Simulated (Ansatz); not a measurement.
**ClFGaHS: rotation by 180° about the Ga2–S3 bond, part 1 of 2**

Aim: the minimum-energy path and barrier of the rotation by 180° about the Ga2–S3 bond. The ends are relaxed first, then joined by a nudged elastic band. SMILES of the start: [F][Ga]([SH])[Cl].

Program: Ansatz 0.2.0. Level of theory: RKS B3LYP-D4/def2-SVP. These are calculated values, not measurements.

## 1. The structure to begin with

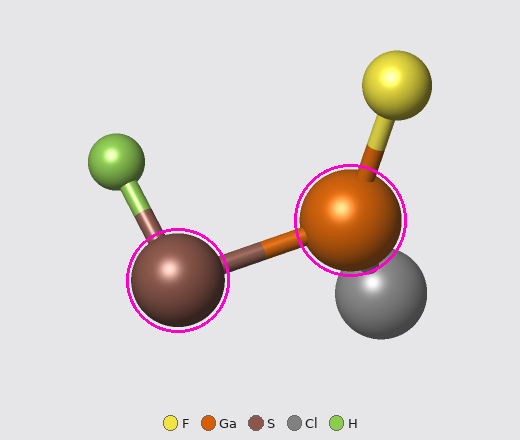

Start, viewed from a free direction; fluorine yellow, gallium orange, sulfur brown, chlorine grey, hydrogen green. Ringed: Ga2, S3.

As a file:

```xyz
5

F    -0.3949   -1.3512    1.2301
Ga   -0.6484   -0.2742    0.0052
S     0.5642    1.2781   -0.0931
Cl   -1.2453   -0.2243   -1.1517
H     1.7742    0.4978   -0.0319
```

## 2. Relaxing end A

input.yaml reads:

```yaml
crystal:
  periodic: [false, false, false]
  atoms:
    - { symbol: F, position_ang: [-0.3949, -1.3512, 1.2301] }
    - { symbol: Ga, position_ang: [-0.6484, -0.2742, 0.0052] }
    - { symbol: S, position_ang: [0.5642, 1.2781, -0.0931] }
    - { symbol: Cl, position_ang: [-1.2453, -0.2243, -1.1517] }
    - { symbol: H, position_ang: [1.7742, 0.4978, -0.0319] }
basis:
  gaussian: { orbitals: def2-SVP }
hamiltonian:
  xc: b3lyp
  dispersion: d4
relax:
  f_tol: 0.015
  max_steps: 40
```

Launch:

```sh
$ ansatz run input.yaml --threads 1 --pin off --max-ram 2048MiB --backend cpu --events-out ev --progress --plain --runs-dir out
```

Log, shortened:

```text
Warning: RAYON_NUM_THREADS=1 ignored (pool sized by the plan → 1); use --threads N
[...]
Functional definition: B3LYP
[...]
872 factors; integrals over basis functions are off by at most 1.8e-4 eV
[...]
mean field -78431.13770168 eV, -2882.2911480021 hartree, gradient 7.5e-5 eV, S^2 0.000000; 0 other end points of the search recorded, 0 dependent functions left out
[...]
reference -78431.13792072 eV, -2882.2911560518 hartree; 37, 37 occupied and 50, 50 virtual orbitals, 872 factors
relax step   1: F+E_penalty+E_count = -78431.40151626 eV  Δ(F+E_penalty+E_count) = +0.000e0 eV  max|allowed force component| = 1.022e2 eV/Å  Δτ_max = 0.0000 Å  (23 SCF iters, accepted)
[...]
relax step   3: F+E_penalty+E_count = -78456.86532459 eV  Δ(F+E_penalty+E_count) = -4.761e0 eV  max|allowed force component| = 9.390e0 eV/Å  Δτ_max = 0.1960 Å  (34 SCF iters, accepted)
[...]
relax step   5: F+E_penalty+E_count = -78458.84639985 eV  Δ(F+E_penalty+E_count) = -3.813e-1 eV  max|allowed force component| = 5.279e-1 eV/Å  Δτ_max = 0.1945 Å  (30 SCF iters, accepted)
[...]
relax step   7: F+E_penalty+E_count = -78458.96023184 eV  Δ(F+E_penalty+E_count) = -2.638e-2 eV  max|allowed force component| = 7.599e-1 eV/Å  Δτ_max = 0.1953 Å  (29 SCF iters, accepted)
[...]
relax step   9: F+E_penalty+E_count = -78459.03921520 eV  Δ(F+E_penalty+E_count) = -3.285e-2 eV  max|allowed force component| = 1.781e-1 eV/Å  Δτ_max = 0.2000 Å  (30 SCF iters, accepted)
[...]
relax step  10: F+E_penalty+E_count = -78459.04194156 eV  Δ(F+E_penalty+E_count) = -2.726e-3 eV  max|allowed force component| = 5.513e-2 eV/Å  Δτ_max = 0.0321 Å  (29 SCF iters, accepted)
[...]
relax step  11: F+E_penalty+E_count = -78459.04241086 eV  Δ(F+E_penalty+E_count) = -4.693e-4 eV  max|allowed force component| = 9.177e-3 eV/Å  Δτ_max = 0.0153 Å  (30 SCF iters, accepted)
872 factors; integrals over basis functions are off by at most 2.8e-4 eV
[...]
mean field -78458.82145040 eV, -2883.3085070031 hartree, gradient 1.0e-5 eV, S^2 0.000000; 1 other end points of the search recorded, 0 dependent functions left out
[...]
reference -78458.82167402 eV, -2883.3085152210 hartree; 37, 37 occupied and 50, 50 virtual orbitals, 872 factors
Total energy: -78459.04263448 eV, -2883.3166353681 hartree
Atom 0 at    -0.252582    -1.465399     1.135078 Å, force     0.005152     0.006140     0.002365 eV/Å
Atom 1 at    -0.435069    -0.266774    -0.128664 Å, force    -0.006418    -0.009177    -0.003864 eV/Å
Atom 2 at     1.092498     1.284660    -0.361485 Å, force     0.005235     0.001136     0.008442 eV/Å
Atom 3 at    -2.170461    -0.428394    -1.365433 Å, force     0.000614     0.002555    -0.000783 eV/Å
Atom 4 at     1.815414     0.802106     0.679104 Å, force    -0.004583    -0.000654    -0.006161 eV/Å
Dipole moment:     0.260502     0.211804     0.013466 e Å
```

Wall time 49 s (1 thread of Arm Neoverse V1, shared host); peak memory 0.19 GiB.

Step by step:

| step | energy from step 1 (eV) | largest force component (eV/Å) |
| --- | --- | --- |
| 1 | 0.0000 | 102.1718 |
| 2 | -20.7027 | 24.4050 |
| 3 | -25.4638 | 9.3897 |
| 4 | -27.0636 | 2.5859 |
| 5 | -27.4449 | 0.5279 |
| 6 | -27.5323 | 0.4091 |
| 7 | -27.5587 | 0.7599 |
| 8 | -27.6048 | 0.5207 |
| 9 | -27.6377 | 0.1781 |
| 10 | -27.6404 | 0.0551 |
| 11 | -27.6409 | 0.0092 |

Step 1 is the start.

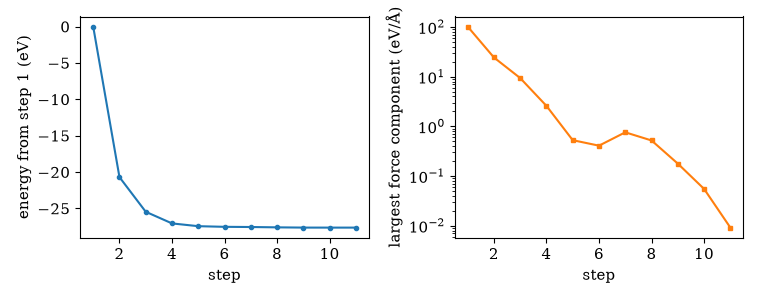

Energy and largest force along the relaxation.

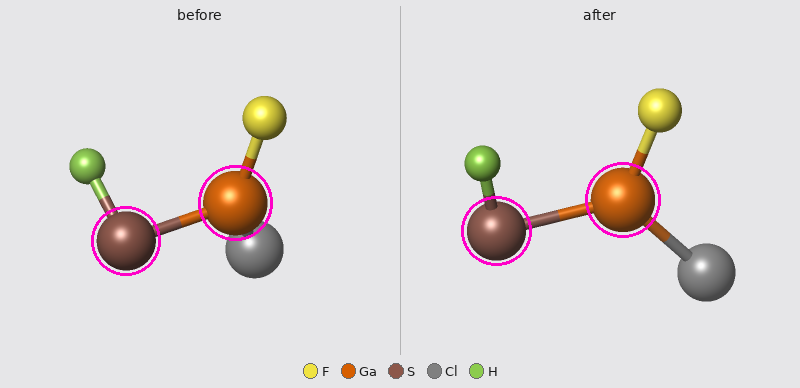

The structure before (left) and after (right), drawn at the same scale.

After: Bond lengths: F1–Ga2 1.751 Å, Ga2–S3 2.190 Å, Ga2–Cl4 2.137 Å, S3–H5 1.356 Å. Angles: F1–Ga2–S3 119.3°, F1–Ga2–Cl4 116.8°, S3–Ga2–Cl4 124.0°, Ga2–S3–H5 92.2°.

## 3. End point B

The second end starts from a geometry with the move made by hand.

Edit input.yaml of step 2 so:

```diff
@@ -7,3 +7,3 @@
     - { symbol: Cl, position_ang: [-1.2453, -0.2243, -1.1517] }
-    - { symbol: H, position_ang: [1.7742, 0.4978, -0.0319] }
+    - { symbol: H, position_ang: [-0.48995, 2.25792, -0.16693] }
 basis:
@@ -16 +16,3 @@
   max_steps: 40
+output:
+  orbitals: {}
```

Launch:

```sh
$ ansatz run input.yaml --threads 1 --pin off --max-ram 2048MiB --backend cpu --events-out ev --progress --plain --runs-dir out
```

Log, shortened:

```text
Warning: RAYON_NUM_THREADS=1 ignored (pool sized by the plan → 1); use --threads N
[...]
[... 1 set-up line as earlier in the session ...]
[...]
872 factors; integrals over basis functions are off by at most 2.0e-4 eV
[...]
mean field -78431.04643888 eV, -2882.2877941562 hartree, gradient 2.3e-5 eV, S^2 0.000000; 0 other end points of the search recorded, 0 dependent functions left out
[...]
reference -78431.04665643 eV, -2882.2878021509 hartree; 37, 37 occupied and 50, 50 virtual orbitals, 872 factors
relax step   1: F+E_penalty+E_count = -78431.31163061 eV  Δ(F+E_penalty+E_count) = +0.000e0 eV  max|allowed force component| = 1.023e2 eV/Å  Δτ_max = 0.0000 Å  (24 SCF iters, accepted)
[...]
relax step   3: F+E_penalty+E_count = -78456.88661082 eV  Δ(F+E_penalty+E_count) = -4.842e0 eV  max|allowed force component| = 9.567e0 eV/Å  Δτ_max = 0.1947 Å  (34 SCF iters, accepted)
[...]
872 factors; integrals over basis functions are off by at most 3.0e-4 eV
mean field -78458.81533198 eV, -2883.3082821551 hartree, gradient 1.3e-5 eV, S^2 0.000000; 1 other end points of the search recorded, 0 dependent functions left out
[...]
reference -78458.81555694 eV, -2883.3082904224 hartree; 37, 37 occupied and 50, 50 virtual orbitals, 872 factors
Total energy: -78459.03827749 eV, -2883.3164752517 hartree
Atom 0 at    -0.224252    -1.559939     1.194945 Å, force    -0.000571     0.000948    -0.001317 eV/Å
Atom 1 at    -0.522846    -0.203829     0.133037 Å, force    -0.000200     0.000097     0.000940 eV/Å
Atom 2 at     0.512047     1.688624     0.515074 Å, force    -0.001732    -0.000014    -0.003447 eV/Å
Atom 3 at    -1.901839    -0.529170    -1.473526 Å, force     0.002306     0.001408     0.001564 eV/Å
Atom 4 at    -0.077460     2.290634    -0.545959 Å, force     0.000198    -0.002439     0.002261 eV/Å
Dipole moment:     0.019238     0.414422    -0.183344 e Å
```

Run time: 46 s. Hardware: 1 thread of Arm Neoverse V1, shared host; peak memory 0.2 GiB.

The steps of the relaxation:

| step | energy from step 1 (eV) | largest force component (eV/Å) |
| --- | --- | --- |
| 1 | 0.0000 | 102.3112 |
| 2 | -20.7333 | 24.5698 |
| 3 | -25.5750 | 9.5671 |
| 4 | -27.2633 | 2.4380 |
| 5 | -27.5952 | 0.5980 |
| 6 | -27.6373 | 0.9846 |
| 7 | -27.6858 | 0.5967 |
| 8 | -27.6994 | 0.5791 |
| 9 | -27.7264 | 0.0236 |
| 10 | -27.7264 | 0.0034 |

Step 1 is the start.

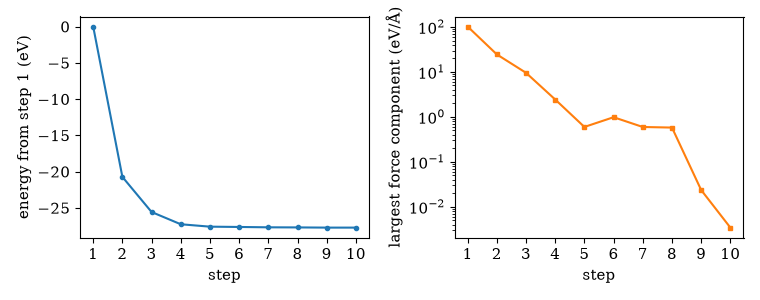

How energy and force went from step to step.

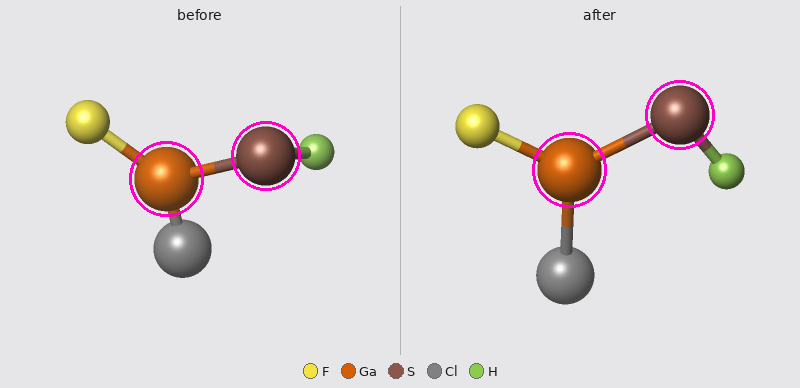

The structure before (left) and after (right), drawn at the same scale.

After: Bond lengths: F1–Ga2 1.748 Å, Ga2–S3 2.191 Å, Ga2–Cl4 2.142 Å, S3–H5 1.355 Å. Angles: F1–Ga2–S3 118.9°, F1–Ga2–Cl4 116.6°, S3–Ga2–Cl4 124.5°, Ga2–S3–H5 92.4°.

## 4. The band

crystal.atoms is end A as relaxed above, and neb.final_atoms is end B, turned to lie on A. With 5 inner images the band has 7 in all.

input.yaml reads:

```yaml
crystal:
  periodic: [false, false, false]
  atoms:
    - { symbol: F, position_ang: [-0.252582, -1.465399, 1.135078] }
    - { symbol: Ga, position_ang: [-0.435069, -0.266774, -0.128664] }
    - { symbol: S, position_ang: [1.092498, 1.28466, -0.361485] }
    - { symbol: Cl, position_ang: [-2.170461, -0.428394, -1.365433] }
    - { symbol: H, position_ang: [1.815414, 0.802106, 0.679104] }
basis:
  gaussian: { orbitals: def2-SVP }
hamiltonian:
  xc: b3lyp
  dispersion: d4
neb:
  order_check: false
  images: 5
  f_tol: 0.05
  max_iterations: 56
  initial_path: idpp
  final_atoms:
    - { symbol: F, position_ang: [-0.57745917, -1.83502272, 1.21737246] }
    - { symbol: Ga, position_ang: [-0.29512625, -0.46568859, 0.16806151] }
    - { symbol: S, position_ang: [1.50186729, 0.7493919, 0.47257387] }
    - { symbol: Cl, position_ang: [-1.76485468, -0.09886401, -1.34648502] }
    - { symbol: H, position_ang: [1.18537281, 1.57638243, -0.55292283] }
```

Launch:

```sh
$ ansatz run input.yaml --threads 1 --pin off --max-ram 2048MiB --backend cpu --events-out ev --progress --plain --runs-dir out
```

Log, shortened:

```text
Warning: RAYON_NUM_THREADS=1 ignored (pool sized by the plan → 1); use --threads N
[...]
[... 1 set-up line as earlier in the session ...]
[...]
865 factors; integrals over basis functions are off by at most 3.2e-4 eV
[...]
mean field -78458.82146714 eV, -2883.3085076180 hartree, gradient 3.6e-5 eV, S^2 0.000000; 0 other end points of the search recorded, 0 dependent functions left out
[...]
reference -78458.82169182 eV, -2883.3085158750 hartree; 37, 37 occupied and 50, 50 virtual orbitals, 865 factors
865 factors; integrals over basis functions are off by at most 3.2e-4 eV
[...]
mean field -78458.81537405 eV, -2883.3082837011 hartree, gradient 2.5e-5 eV, S^2 0.000000; 0 other end points of the search recorded, 0 dependent functions left out
[...]
reference -78458.81559772 eV, -2883.3082919207 hartree; 37, 37 occupied and 50, 50 virtual orbitals, 865 factors
[...]
NEB iter   1: max|band force component| = 1.808e0 eV/Å  barrier→ = 0.4001 eV  barrier← = 0.3957 eV  Δτ_max = 0.2000 Å  (182 SCF iters)
[...]
NEB iter   4: max|band force component| = 5.566e-2 eV/Å  barrier→ = 0.2168 eV  barrier← = 0.2125 eV  CI = image 3  Δτ_max = 0.0044 Å  (120 SCF iters)
[...]
NEB iter   5: max|band force component| = 1.733e-2 eV/Å  barrier→ = 0.2167 eV  barrier← = 0.2124 eV  CI = image 3  Δτ_max = 0.0000 Å  (256 SCF iters)
Total energy: -78458.82594255 eV, -2883.3086720862 hartree
Atom 0 at    -0.179034    -1.962114     0.699723 Å, force     0.000021    -0.001877     0.000800 eV/Å
Atom 1 at    -0.300641    -0.431188    -0.139999 Å, force     0.004983     0.002038     0.000358 eV/Å
Atom 2 at     1.503934     0.798027    -0.507156 Å, force    -0.002328    -0.002267    -0.001907 eV/Å
Atom 3 at    -2.290130     0.063956    -0.756987 Å, force    -0.001539     0.001356    -0.000844 eV/Å
Atom 4 at     1.315671     1.457518     0.663020 Å, force    -0.001138     0.000751     0.001593 eV/Å
Dipole moment:     0.158141     0.349123     0.046611 e Å
this run last wrote the band of iteration 5 to <dir>
```

It took 1.9 min on 1 thread of Arm Neoverse V1, shared host; peak memory 0.19 GiB.

## 5. The band, image by image

Images 0 and 6 are the ends. Energies count from image 0; the path length is the program's own measure over all atoms.

| image | path (Å) | energy (eV) | dihedral Cl4–Ga2–S3–H5 (°) | band force (eV/Å) |
| --- | --- | --- | --- | --- |
| 0 | 0.000 | 0.0000 | 180 | - |
| 1 | 0.485 | 0.0582 | 149 | 0.015 |
| 2 | 0.971 | 0.1655 | 120 | 0.017 |
| 3* | 1.456 | 0.2167 | 90 | 0.005 |
| 4 | 1.924 | 0.1672 | 61 | 0.008 |
| 5 | 2.393 | 0.0613 | 31 | 0.008 |
| 6 | 2.861 | 0.0043 | 0 | - |

The star marks the climbing image.

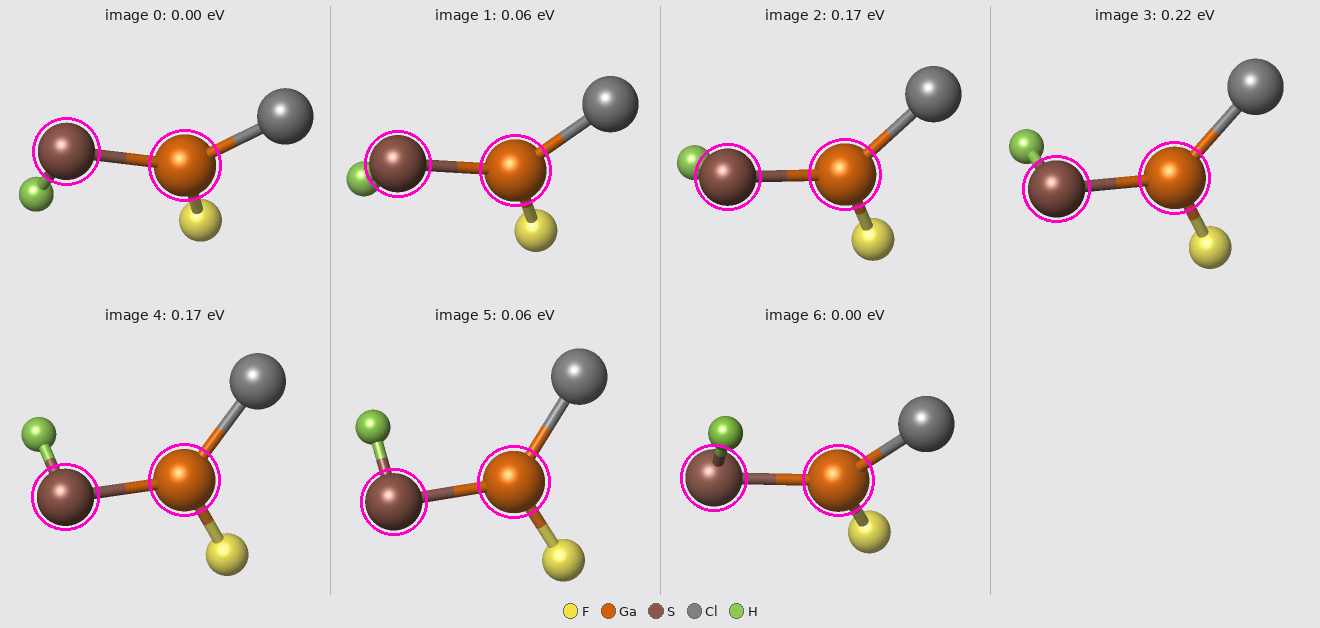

Snapshots along the band, viewed from a free direction. Ringed: Ga2, S3. Sticks join atoms closer than a bonding distance in each image.

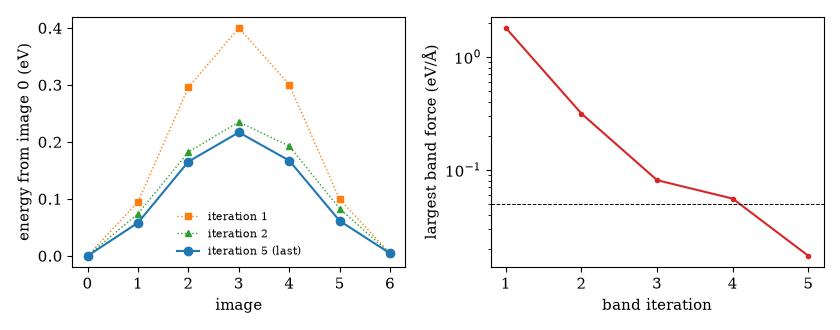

Left: energy of each image for early iterations and the last one (lines only join the points; early values far above the last band run off the scale). Right: the largest band force by iteration, with the threshold dashed.

The top of the band by iteration:

| iteration | highest image above image 0 (eV) | largest band force (eV/Å) |
| --- | --- | --- |
| 1 | 0.4001 | 1.808 |
| 2 | 0.2350 | 0.315 |
| 3 | 0.2171 | 0.081 |
| 4 | 0.2168 | 0.056 |
| 5 | 0.2167 | 0.017 |

The band as a trajectory file:

```xyz
5
image=0 dE=0.0000
F    -0.253   -1.465    1.135
Ga   -0.435   -0.267   -0.129
S     1.092    1.285   -0.361
Cl   -2.170   -0.428   -1.365
H     1.815    0.802    0.679
5
image=1 dE=0.0582
F    -0.202   -1.637    1.002
Ga   -0.384   -0.334   -0.153
S     1.220    1.128   -0.490
Cl   -2.257   -0.246   -1.182
H     1.673    1.016    0.781
5
image=2 dE=0.1655
F    -0.187   -1.804    0.857
Ga   -0.339   -0.386   -0.157
S     1.371    0.956   -0.544
Cl   -2.292   -0.076   -0.974
H     1.497    1.236    0.776
5
image=3 dE=0.2167
F    -0.179   -1.962    0.700
Ga   -0.301   -0.431   -0.140
S     1.504    0.798   -0.507
Cl   -2.290    0.064   -0.757
H     1.316    1.458    0.663
5
image=4 dE=0.1672
F    -0.179   -2.099    0.531
Ga   -0.277   -0.468   -0.095
S     1.592    0.670   -0.390
Cl   -2.270    0.179   -0.544
H     1.184    1.645    0.456
5
image=5 dE=0.0613
F    -0.184   -2.206    0.346
Ga   -0.260   -0.501   -0.037
S     1.638    0.589   -0.220
Cl   -2.233    0.286   -0.313
H     1.089    1.758    0.183
5
image=6 dE=0.0043
F    -0.288   -1.779    1.391
Ga   -0.233   -0.477    0.227
S     1.454    0.919    0.278
Cl   -1.855   -0.367   -1.168
H     0.972    1.630   -0.769
```

## 6. Vibrations at the top

The geometry is the highest inner image of the first converged band.

input.yaml reads:

```yaml
crystal:
  periodic: [false, false, false]
  atoms:
    - { symbol: F, position_ang: [-0.179034, -1.962114, 0.699723] }
    - { symbol: Ga, position_ang: [-0.300641, -0.431188, -0.139999] }
    - { symbol: S, position_ang: [1.503934, 0.798027, -0.507156] }
    - { symbol: Cl, position_ang: [-2.29013, 0.063956, -0.756987] }
    - { symbol: H, position_ang: [1.315671, 1.457518, 0.66302] }
basis:
  gaussian: { orbitals: def2-SVP }
hamiltonian:
  xc: b3lyp
  dispersion: d4
phonons: {}
```

Launch:

```sh
$ ansatz run input.yaml --threads 1 --pin off --max-ram 2048MiB --backend cpu --events-out ev --progress --plain --runs-dir out
```

Log, shortened:

```text
Warning: RAYON_NUM_THREADS=1 ignored (pool sized by the plan → 1); use --threads N
[...]
[... 1 set-up line as earlier in the session ...]
[...]
865 factors; integrals over basis functions are off by at most 2.7e-4 eV
[...]
mean field -78458.60615988 eV, -2883.3005952222 hartree, gradient 2.8e-5 eV, S^2 0.000000; 0 other end points of the search recorded, 0 dependent functions left out
[...]
reference -78458.60638760 eV, -2883.3006035907 hartree; 37, 37 occupied and 50, 50 virtual orbitals, 865 factors
[...]
865 factors; integrals over basis functions are off by at most 2.7e-4 eV
[...]
mean field -78458.60615661 eV, -2883.3005951020 hartree, gradient 2.4e-6 eV, S^2 0.000000; 0 other end points of the search recorded, 0 dependent functions left out
[...]
reference -78458.60638431 eV, -2883.3006034700 hartree; 37, 37 occupied and 50, 50 virtual orbitals, 865 factors
[...]
865 factors; integrals over basis functions are off by at most 2.7e-4 eV
[...]
mean field -78458.60609681 eV, -2883.3005929045 hartree, gradient 1.6e-6 eV, S^2 0.000000; 0 other end points of the search recorded, 0 dependent functions left out
[...]
reference -78458.60632455 eV, -2883.3006012739 hartree; 37, 37 occupied and 50, 50 virtual orbitals, 865 factors
WARN: phonons: modes at or below zero, which the zero-point energy, F, S and C_V leave out: 1, the lowest at -254.39 cm⁻¹. A minimum has none, and a first-order saddle one
Total energy: -78458.82591711 eV, -2883.3086711517 hartree
Atom 0 at    -0.179034    -1.962114     0.699723 Å, force    -0.000100    -0.001836     0.000802 eV/Å
Atom 1 at    -0.300641    -0.431188    -0.139999 Å, force     0.005217     0.002047     0.000266 eV/Å
Atom 2 at     1.503934     0.798027    -0.507156 Å, force    -0.002370    -0.002271    -0.001873 eV/Å
Atom 3 at    -2.290130     0.063956    -0.756987 Å, force    -0.001613     0.001306    -0.000791 eV/Å
Atom 4 at     1.315671     1.457518     0.663020 Å, force    -0.001134     0.000755     0.001596 eV/Å
Dipole moment:     0.158143     0.349121     0.046611 e Å
Vibrations: -254.39 120.42 145.11 179.37 369.17 451.58 687.93 709.82 2654.00 cm⁻¹, zero-point energy 0.329637 eV
```

Wall time 73 s (1 thread of Arm Neoverse V1, shared host); peak memory 0.18 GiB.

Of 9 modes, 1 is imaginary by more than 30 cm⁻¹ (254i cm⁻¹).

(Continued in part 2 of 2.)
